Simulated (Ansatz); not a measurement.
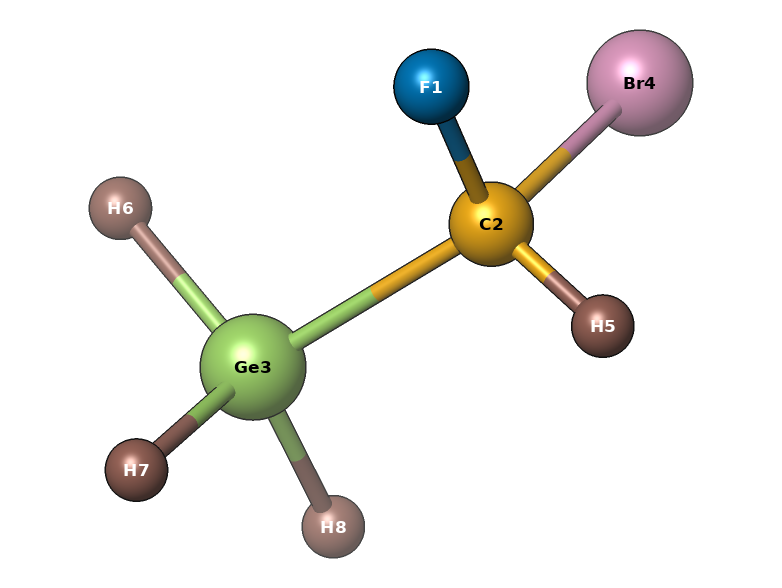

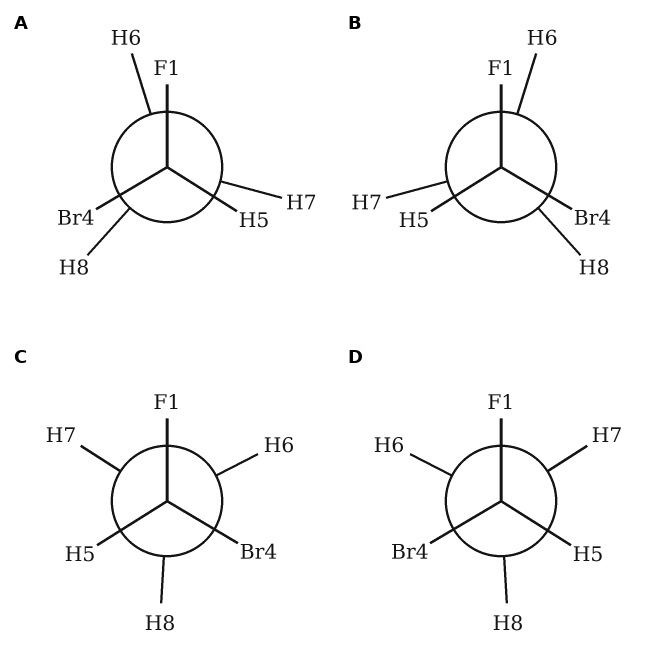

Depth is shown by fading: the farther an atom, the more it takes the colour of the background. Bonds that would overlap in a projection are set slightly apart. The geometry was computed by an optimisation with PBE0-D4/def2-TZVP. No frequency run is at hand to confirm it as a minimum.

Question: Which Newman projection shows the view along C2–Ge3, with C2 in front?

Answer: C. The torsion angle Br4–C2–Ge3–H6 is −58°, synclinal (gauche).
